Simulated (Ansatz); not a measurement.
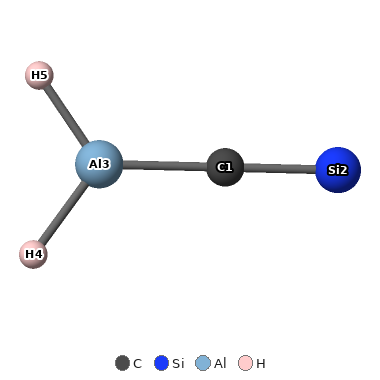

The system is CH2AlSi, charge −1; the picture shows the grid point nearest to the relaxed geometry. 
- Two internal coordinates are moved rigidly from the geometry relaxed at PBE0-D4/def2-TZVP, all others fixed.
- Coordinates scanned: (1) bond Al3–H4; (2) bond Al3–H5.
- The grid has 7 × 7 points.
- Energies are in eV, from the lowest grid point.
- Computed with RKS PBE-D4/def2-TZVPPD (Ansatz).

Its coordinates:

```xyz
5

C     0.3241   -0.8704    0.6807
Si    0.7916   -2.1248    1.6606
Al   -0.1975    0.5300   -0.4142
H    -1.4823    0.4906   -1.4599
H     0.5149    1.9317   -0.4876
```

Range: bond Al3–H4 from 1.459 to 1.945 Å; bond Al3–H5 from 1.329 to 2.351 Å.

**What landscape does the calculation give?**

The lowest grid point is at bond Al3–H4 = 1.657 Å, bond Al3–H5 = 1.574 Å. The bottom of the well lies between grid points, at about bond Al3–H4 = 1.631 Å, bond Al3–H5 = 1.630 Å, about 0.023 eV lower on the interpolated surface. No other kind of well shows on this grid. The highest grid point, bond Al3–H4 = 1.945 Å, bond Al3–H5 = 2.351 Å, lies 1.44 eV above the lowest. Round the minimum the contours are nearly round: the two directions are equally stiff and uncoupled.

```
bond Al3–H5 ↓, bond Al3–H4 →  1.459  1.506  1.576  1.657  1.746  1.843  1.945
                       2.351   1.24   1.15   1.08   1.08   1.15   1.28   1.44
                       2.135   0.82   0.72   0.65   0.65   0.72   0.85   1.01
                       1.932   0.46   0.37   0.29   0.28   0.34   0.46   0.62
                       1.744   0.23   0.13   0.05   0.04   0.10   0.21   0.36
                       1.574   0.20   0.10   0.02   0.00   0.05   0.17   0.31
                       1.429   0.48   0.37   0.29   0.27   0.32   0.42   0.57
                       1.329   0.95   0.84   0.75   0.73   0.77   0.88   1.02
```

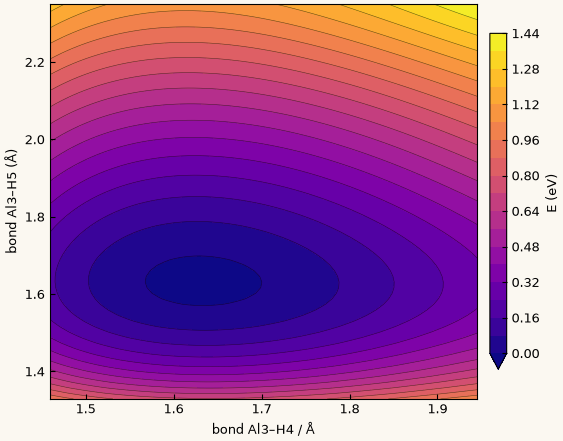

Drawn: filled contours. Between grid points the surface is interpolated.
